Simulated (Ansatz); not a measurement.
## Phonons of YHSe (P-6m2) against volume

Wanted: mode Grüneisen parameters of YHSe (P-6m2).

Program: Ansatz 0.2.0. Level of theory: DFT LDA, scalar-relativistic, plane waves, PAW. Results are calculated unless marked as measured.

## 1. Starting point

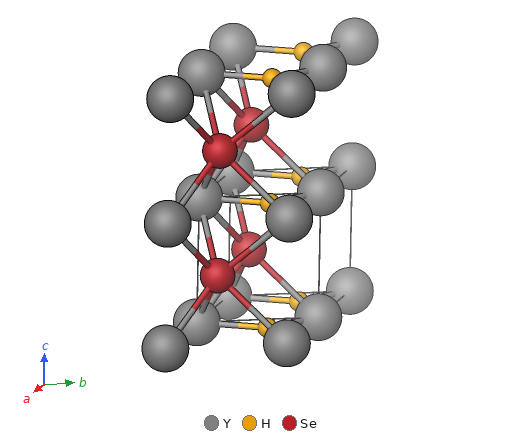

The cell as given, slightly off an axis (yttrium grey, hydrogen orange, selenium red). 2×1×2 cells are drawn. Some periodic images of atoms are drawn too.

## 2. The dispersion

The cell comes from relaxations at this level that are not shown. Stability and thermal properties need the whole zone. Linear response on a 3×3×4 q mesh gives force constants as far as a supercell of that size would, and the tensors from the zone-centre run are typed in so that the long-range dipole term is interpolated apart.

input.yaml

```yaml
crystal:
  lattice:
    - [3.7637355768, 0.0, 0.0]
    - [-1.8818677884, 3.2594906226, 0.0]
    - [0.0, 0.0, 3.8146043145]
  atoms:
    - { symbol: "Y", position: [0.0, 0.0, 0.0] }
    - { symbol: H, position: [0.3333333333, 0.6666666667, 0.0] }
    - { symbol: Se, position: [0.6666666667, 0.3333333333, 0.5] }
kpoints:
  mp_grid: { grid: [9, 9, 8] }
hamiltonian:
  xc: lda
scf:
  occupations: { method: fixed }
output:
  eigenvalues: true
phonons:
  method: dfpt
  qmesh: [3, 3, 4]
  temperatures: { t_max: 1000, t_step: 50 }
  qpath:
    path:
      - [[0.0, 0.0, 0.0], [0.5, 0.0, 0.0], [0.33333333, 0.33333333, 0.0], [0.0, 0.0, 0.0], [0.0, 0.0, 0.5], [0.5, 0.0, 0.5], [0.33333333, 0.33333333, 0.5], [0.0, 0.0, 0.5]]
      - [[0.5, 0.0, 0.5], [0.5, 0.0, 0.0]]
      - [[0.33333333, 0.33333333, 0.5], [0.33333333, 0.33333333, 0.0]]
    npoints: 10
  non_analytic_term:
    high_frequency_dielectric_tensor: [[9.3179, 0.0, 0.0], [0.0, 9.3179, 0.0], [0.0, 0.0, 9.1566]]
    born_effective_charges:
      - { species: "Y", tensor: [[3.018, 0.0, 0.0], [0.0, 3.018, 0.0], [0.0, 0.0, 3.0754]] }
      - { species: H, tensor: [[-1.333, 0.0, 0.0], [0.0, -1.333, 0.0], [0.0, 0.0, -0.5869]] }
      - { species: Se, tensor: [[-1.6849, 0.0, 0.0], [0.0, -1.6849, 0.0], [0.0, 0.0, -2.4885]] }
    source: "zone-centre run at this cell"
```

Run with:

```console
$ ansatz run input.yaml --threads 4 --pin off --max-ram 7168MiB --backend cpu --events-out ev --progress --plain --runs-dir out
```

Numbers of over 12 decimals in the logs are rounded to 6 here.

The log of the run:

```text
Warning: phonons: the dynamical matrix that this run interpolates holds no multipole term above the dipole-dipole one, and a site of this crystal is no centre of inversion, so its interpolated transverse optical and acoustic branches and sound speeds can stay off near Gamma, and the density of states and the thermodynamics with them. What a run solves at a wave vector of phonons.qpoints, Gamma apart, where the deck admits one, is free of this, and under fd what a larger phonons.supercell samples
Engine: ansatz 0.2.0, aarch64-unknown-linux-gnu
Pseudopotentials: kind: paw
Pseudopotential: Y, paw, valence charge 11, recommended cutoff 420 eV (normal), Y.paw.azcp
Pseudopotential: H, paw, valence charge 1, recommended cutoff 420 eV (normal), H.paw.azcp
Pseudopotential: Se, paw, valence charge 16, recommended cutoff 420 eV (normal), Se.paw.azcp
Functional definition: SPW92
  exchange = slater_x
  correlation = pw_c
Crystal: 3 atoms, lattice volume = 46.797 Å³
Basis set: ecut = 420 eV, 901 PW (Γ), exchange–correlation on 54×54×54 points (8 copies of the dense FFT grid, shifted against one another)
Bands: 18, of which v1, the nominal top of the filled ones, is band 14 counted from 1 (13 counted from 0)
Symmetry: 12 space group operations
k-points: 60 of 648 (time reversal used)
Non-local potential: Y, projectors of the file, l = 0: 3, l = 1: 2, l = 2: 2, l = 3: 1
Non-local potential: H, projectors of the file, l = 0: 2, l = 1: 1
Non-local potential: Se, projectors of the file, l = 0: 2, l = 1: 2, l = 2: 3, l = 3: 1
PAW form: soft (Blöchl's): semilocal exchange-correlation on the pseudo side does not see the compensation charge
PAW frozen core: Y, regenerated for the run's functional, and the local potential with it (the file was generated under x = pbe(κ = 0.804, μ = 0.219515), c = pbe(β = 0.066725))
PAW frozen core: Se, regenerated for the run's functional, and the local potential with it (the file was generated under x = pbe(κ = 0.804, μ = 0.219515), c = pbe(β = 0.066725))
PAW one-centre angular grid: Y, 590 points (default); XC on 64 Gauss nodes
PAW one-centre angular grid: H, 110 points (default); XC on 64 Gauss nodes
PAW one-centre angular grid: Se, 590 points (default); XC on 64 Gauss nodes
Initial density: superposition of atomic densities (neutral atoms: chi_scale 0, normalization atom), corrected by the library's trained network
Initial wavefunctions: pseudopotential atomic-orbital guess
Functional: x = slater, c = lda
SCF iter   1: F=—  HF=-9149.151885 eV  |F-HF|=—  |Δ(HF+E_count)|=         —  Δρ=9.23e-3  dr2=3.24e-2  ethr=1.77e-3  ⟨swp⟩=4.2  Hψ=4329  notcnv=0  defer=62
preconditioner: auto → none  [insulator: Δε(μ)=1.182 eV  Ē_g=8.899 eV  n_scr=8 (ndim 8)  ℏωp=17.2 eV  f_vac=0.000  ε∞_Penn≈4.7]
SCF iter   2: F=—  HF=-9149.141531 eV  |F-HF|=—  |Δ(HF+E_count)|=   1.04e-2  Δρ=3.27e-3  dr2=2.13e-3  ethr=1.16e-4  ⟨swp⟩=2.1  Hψ=1875  notcnv=0  defer=117
SCF iter   3: F=—  HF=-9149.141278 eV  |F-HF|=—  |Δ(HF+E_count)|=   2.52e-4  Δρ=1.33e-3  dr2=4.19e-4  ethr=7.62e-6  ⟨swp⟩=2.0  Hψ=1468  notcnv=0  defer=118
SCF iter   4: F=—  HF=-9149.141242 eV  |F-HF|=—  |Δ(HF+E_count)|=   3.65e-5  Δρ=4.16e-4  dr2=3.08e-5  ethr=1.50e-6  ⟨swp⟩=2.5  Hψ=1984  notcnv=0  defer=116
SCF iter   5: F=—  HF=-9149.141241 eV  |F-HF|=—  |Δ(HF+E_count)|=   1.26e-6  Δρ=3.58e-5  dr2=2.05e-7  ethr=1.10e-7  ⟨swp⟩=2.6  Hψ=1778  notcnv=0
SCF iter   6: F=—  HF=-9149.141240 eV  |F-HF|=—  |Δ(HF+E_count)|=   5.40e-7  Δρ=1.08e-5  dr2=1.59e-8  ethr=7.34e-10  ⟨swp⟩=2.6  Hψ=1819  notcnv=0
SCF iter   7: F=—  HF=-9149.141240 eV  |F-HF|=—  |Δ(HF+E_count)|=   2.68e-9  Δρ=8.07e-7  dr2=1.29e-10  ethr=5.67e-11  ⟨swp⟩=2.5  Hψ=1652  notcnv=0
SCF iter   8: F=-9149.141240 eV  HF=-9149.141240 eV  |F-HF|=0.00e0  |Δ(HF+E_count)|=  2.55e-11  Δρ=1.31e-7  dr2=2.80e-12  ethr=1.00e-12  ⟨swp⟩=6.7  Hψ=5529  notcnv=0
SCF 1 converged in 8 iterations: F = -9149.141240 eV  dr2 = 2.80e-12
  greatest PAW one-centre occupation: 1.000 electrons in one spin orbital (limit 2), on the Se atom at site 2 (counted from 0), in its partial waves of l = 2
NSCF: frozen V_eff on 60 k-points
NSCF: frozen V_eff on 125 k-points
DFPT response loops at q = (0, 0, 0) (fractional): preconditioner auto → none (the input reference at scf.mixing.eps_inf says where Resta's filter doesn't serve); β = 0.50; Broyden in place of MSR1
NSCF: frozen V_eff on 400 k-points
DFPT response loops at q = (0, 0, 0.25) (fractional): preconditioner auto → Resta (q_TF=auto, 2.504 Å⁻¹)  ε∞=6.8 (no band partly filled); β = 1.00, the filter's whole step (`scf.mixing.beta` (0.50) is not read by the response loops at its default; to damp them type it under 1.00, their step now; it binds the ground state too); Broyden in place of MSR1
NSCF: frozen V_eff on 250 k-points
DFPT response loops at q = (0, 0, -0.5) (fractional): mixed as the last ones told, above
NSCF: frozen V_eff on 450 k-points
DFPT response loops at q = (0, 0.333333, 0) (fractional): mixed as the last ones told, above
NSCF: frozen V_eff on 720 k-points
DFPT response loops at q = (0, 0.333333, 0.25) (fractional): mixed as the last ones told, above
NSCF: frozen V_eff on 450 k-points
DFPT response loops at q = (0, 0.333333, -0.5) (fractional): mixed as the last ones told, above
NSCF: frozen V_eff on 450 k-points
DFPT response loops at q = (0.333333, 0.333333, 0) (fractional): mixed as the last ones told, above
NSCF: frozen V_eff on 720 k-points
DFPT response loops at q = (0.333333, 0.333333, 0.25) (fractional): mixed as the last ones told, above
NSCF: frozen V_eff on 450 k-points
DFPT response loops at q = (0.333333, 0.333333, -0.5) (fractional): mixed as the last ones told, above
SCF converged after 8 iterations
Free energy (F): -9149.141240 eV
Harris-Foulkes:  -9149.141240 eV  (|F-HF|=0.00e0)
Internal energy: -9149.141240 eV  (E = F + TS)
E sigma→0 (E₀):  -9149.141240 eV
Fermi energy:    11.165319 eV
--- Per-component energies (eV) ---
  E_band       = -424.866090
  E_kinetic    = 443.175260
  E_local      = -2818.421740  (includes V_loc(G=0)·N_el)
  E_nonlocal   = -535.087470
  E_hartree    = 1320.710030
  E_xc         = -287.843386
  E_vxc        = -313.427044  (∫ρ·V_xc dr)
  E_paw        = -4551.222405  (= ΣΔE_a)
  E_vpaw       = 157.476713  (= ΣTr[D̂ρ^β])
  E_aug_tail   = -0.001837  (compensation charges beyond the density's cutoff)
  E_ewald      = -2722.996642
  E_core_change = 2.546948  (= ΣΔE_core)
  E_smearing   = -0.000000  (= −TS)
  E_closure    = 0.000000  (closes the sum)
  Σ components = -9149.141240   (vs F -9149.141240, Δ=0.00e0)
--- Band table (eV; the first three rows and the last of 60) ---
  k-point 0: bands = [... 10 lower, 7.4775, 9.4333, 9.4333, 9.4651, 12.4753, 15.1095, 15.1095, 15.2756]
  k-point 1: bands = [... 10 lower, 6.8649, 9.4988, 9.4988, 9.8999, 12.7510, 14.1725, 14.1725, 15.9684]
  k-point 2: bands = [... 10 lower, 5.8013, 9.6621, 9.6621, 10.5410, 13.3808, 13.3808, 13.5767, 15.8287]
  k-point 59: bands = [... 10 lower, 6.8370, 7.3613, 8.0331, 8.5816, 15.2707, 15.7005, 16.6010, 17.2374]
--- Phonons (Γ-DFPT): 6 representative perturbations + reference (Σ response iterations 18) ---
  ASR residual: 1.003e-4 → 0.000e0 eV/Å²; symmetrization residual: 5.231e-7 eV/Å²
  ASR residual per site (eV/Å²): 1.00e-4 6.37e-5 2.94e-5
  Γ frequencies (cm⁻¹): 0.00 0.00 0.00 196.64 196.64 216.01 705.50 1141.14 1141.14
--- Phonons (arbitrary-q DFPT): 9 irreducible q on the 3×3×4 mesh ---
  q = [0.0000, 0.0000, 0.0000] (star 1, of the zone-centre solve; hermiticity 1.16e-7, symmetrization 7.02e-13): -0.00 0.00 0.00 196.64 196.64 216.01 705.50 1141.14 1141.14
  q = [0.0000, 0.0000, 0.2500] (star 2, 6 solved perturbations in 888 linear systems a pass and spin channel, the states on 200 of 648 k-point pairs; hermiticity 7.26e-8, symmetrization 3.10e-12): 75.96 75.96 120.23 181.47 181.47 250.08 734.15 1154.31 1154.31
  q = [0.0000, 0.0000, -0.5000] (star 1, 6 solved perturbations in 555 linear systems a pass and spin channel, the states on 125 of 648 k-point pairs; hermiticity 5.62e-8, symmetrization 2.58e-12): 135.04 135.04 142.69 142.69 198.22 217.17 732.48 1166.80 1166.80
  q = [0.0000, 0.3333, 0.0000] (star 6, 9 solved perturbations on 225 of 648 k-point pairs; hermiticity 7.58e-8, symmetrization 3.65e-14): 100.30 112.26 156.41 187.23 197.27 225.63 713.66 1143.83 1221.14
  q = [0.0000, 0.3333, 0.2500] (star 12, 9 solved perturbations on 360 of 648 k-point pairs; hermiticity 8.50e-8, symmetrization 6.01e-14): 118.91 119.74 172.18 178.99 197.85 213.63 714.41 1150.64 1199.96
  q = [0.0000, 0.3333, -0.5000] (star 6, 9 solved perturbations on 225 of 648 k-point pairs; hermiticity 8.80e-8, symmetrization 1.07e-13): 136.15 153.46 154.80 158.48 208.13 210.80 716.11 1156.57 1183.84
  q = [0.3333, 0.3333, 0.0000] (star 2, 6 solved perturbations in 960 linear systems a pass and spin channel, the states on 225 of 648 k-point pairs; hermiticity 6.58e-8, symmetrization 9.75e-9): 149.87 158.50 167.82 170.73 207.73 209.01 722.86 1157.37 1180.04
  q = [0.3333, 0.3333, 0.2500] (star 4, 6 solved perturbations in 1536 linear systems a pass and spin channel, the states on 360 of 648 k-point pairs; hermiticity 6.96e-8, symmetrization 1.20e-8): 137.53 155.20 165.19 194.68 200.09 205.76 715.10 1158.82 1181.20
  q = [0.3333, 0.3333, -0.5000] (star 2, 6 solved perturbations in 960 linear systems a pass and spin channel, the states on 225 of 648 k-point pairs; hermiticity 1.24e-7, symmetrization 1.47e-9): 130.44 151.48 161.54 199.34 201.23 208.80 705.91 1159.44 1184.98
  sum rule: each row above includes the acoustic sum rule's correction from the zone centre's row sums; it moved no ω² by more than (4.15 cm⁻¹)²
  mesh force constants: q→R imaginary residual 0.00e0; ASR residual 1.003e-4 → 0.000e0 eV/Å²; symmetrization residual 5.329e-15 eV/Å²
  interpolated dispersion: 94 rows × 9 modes
  density of states and harmonic sums: on the 21×21×16 q-mesh, interpolated from the force constants of a 3×3×4 supercell (with the dipole–dipole term of supplied tensors)
  largest difference from the sums on the solved wave vectors: F 1.96e-2 eV, S 2.68e-5 and C_V 7.08e-6 eV/K
  zero-point energy: 0.251808 eV/cell   skipped modes (ω ≤ 0): 3   left out of the sums: 4.72e-5 of the cell's modes: C_V's classical limit lies that fraction below 3 k_B per atom; for a crystal, a wire or a layer, F and S can be off by more, and a phonons.interpolated_qmesh denser along its periods is the remedy for the sampling
```

Elapsed: 3.4 min, on 4 threads of Arm Neoverse V2, shared host; peak memory 1 GiB; 13 min of CPU time.

Reading the cycles: dr2 is the Hartree energy of the density residual (eV), the measure of convergence; HF is the Harris–Foulkes estimate of the energy, which meets the free energy F at convergence.

This step gave:

* gap on the k-mesh: 1.310 eV
* volume per atom: 15.60 Å³
* sum-rule residual before enforcement: 1.00e-4 eV/Å²
* lowest frequency on the path: 0 cm⁻¹
* point group: -6m2
* highest frequency on the path or at a solved wavevector: 1228 cm⁻¹
* mean frequency: 451.3 cm⁻¹
* Debye temperature (second moment): 1149 K
* logarithmic mean frequency: 295.1 cm⁻¹
* highest optical mode at the zone centre (no LO-TO term): 1141 cm⁻¹
* lowest optical zone-centre mode: 196.6 cm⁻¹
* lowest mode on the q mesh (acoustic modes at Γ apart): 75.96 cm⁻¹
* zero-point energy per atom: 83.94 meV
* heat capacity at 300 K: 17.49 J/(mol atoms K)
* vibrational entropy at 300 K: 21.96 J/(mol atoms K)
* edges of the widest gap between branches, on path and mesh: 259.5, 705.5 cm⁻¹

Frequencies (cm⁻¹) solved at each irreducible wavevector; negative means imaginary. Frequencies by wavevector, by row:

```
q in reciprocal lattice units  star  mode 1  mode 2  mode 3  mode 4  mode 5  mode 6  mode 7  mode 8  mode 9
                        0 0 0     1       0       0       0   196.6   196.6     216   705.5    1141    1141
                     0 0 0.25     2      76      76   120.2   181.5   181.5   250.1   734.1    1154    1154
                     0 0 -0.5     1     135     135   142.7   142.7   198.2   217.2   732.5    1167    1167
                   0 0.3333 0     6   100.3   112.3   156.4   187.2   197.3   225.6   713.7    1144    1221
                0 0.3333 0.25    12   118.9   119.7   172.2     179   197.8   213.6   714.4    1151    1200
                0 0.3333 -0.5     6   136.2   153.5   154.8   158.5   208.1   210.8   716.1    1157    1184
              0.3333 0.3333 0     2   149.9   158.5   167.8   170.7   207.7     209   722.9    1157    1180
           0.3333 0.3333 0.25     4   137.5   155.2   165.2   194.7   200.1   205.8   715.1    1159    1181
           0.3333 0.3333 -0.5     2   130.4   151.5   161.5   199.3   201.2   208.8   705.9    1159    1185
```

Symmetry leaves 9 wavevectors to solve. The lowest mode among them, the acoustic zeros apart, lies at q = (0, 0, 0.25) and is real, 76.0 cm⁻¹.

## 3. Relaxing at another volume, volume ratio 0.97

The volume is scaled by 0.97 and held, while shape and atoms relax as far as symmetry allows. The modes can then be followed against volume.

input.yaml

```yaml
crystal:
  lattice:
    - [3.7257154463, 0.0, 0.0]
    - [-1.8628577232, 3.2265642237, 0.0]
    - [0.0, 0.0, 3.7760703232]
  atoms:
    - { symbol: "Y", position: [0.0, 0.0, 0.0] }
    - { symbol: H, position: [0.3333333333, 0.6666666667, 0.0] }
    - { symbol: Se, position: [0.6666666667, 0.3333333333, 0.5] }
kpoints:
  mp_grid: { grid: [9, 9, 8] }
hamiltonian:
  xc: lda
scf:
  occupations: { method: fixed }
output:
  forces: true
  stress: true
  eigenvalues: true
relax:
  adjacent_minimum: "off"
  f_tol: 0.001
  max_steps: 60
  cell: { stress_tol: 0.01, fix: [volume] }
```

The log of the run:

```text
[...]
Crystal: 3 atoms, lattice volume = 45.393 Å³
Basis set: ecut = 420 eV, 889 PW (Γ)
Bands: 18, of which v1, the nominal top of the filled ones, is band 14 counted from 1 (13 counted from 0)
Symmetry: 12 space group operations
[...]
k-points: 60 of 648 (time reversal used)
[...]
F+E_penalty+E_count = -9149.12784678 eV   max|allowed force component| = 2.390e-17 eV/Å   (the final SCF, on the basis selected at the relaxed cell)
  cell:  # Å, volume = 45.3931 Å³
    - [3.725880, 2.8868771019239127e-11, 0.0]
    - [-1.862940, 3.226707, 0.0]
    - [0.0, 0.0, 3.775737]
  atoms:
    - { symbol: Y, position: [0, 0, 0.0] }
    - { symbol: H, position: [0.333333, 0.666667, 0.0] }
    - { symbol: Se, position: [0.666667, 0.333333, 0.5] }
[key lines of the parts left out:]
SCF converged after 5 iterations
Free energy (F): -9149.127847 eV
Fermi energy:    11.630267 eV
P = ⅓ Tr σ = 3.1381 GPa (31.381 kbar)
```

It took 4.5 s on 4 threads; peak memory 0.4 GiB.

Little changed from the start: no atom moved by 0.005 Å and no cell edge by 0.1 %.

Numbers from this step:

```
pressure           : 3.138 GPa
gap on the k-mesh  : 1.308 eV
volume per atom    : 15.13 Å³
direct gap on mesh : 1.684 eV
```

(Part 1 of 2 ends here.)

[Logs are printed without paths, hosts, clocks, repeated set-up lines and the standing remarks that a program may print on its own settings, such as how far it seeks lower states.]

[Hosts, paths, dates, database ids (printed as entryN), source tags and the programs' standing remarks are cut or masked in the printed files.]
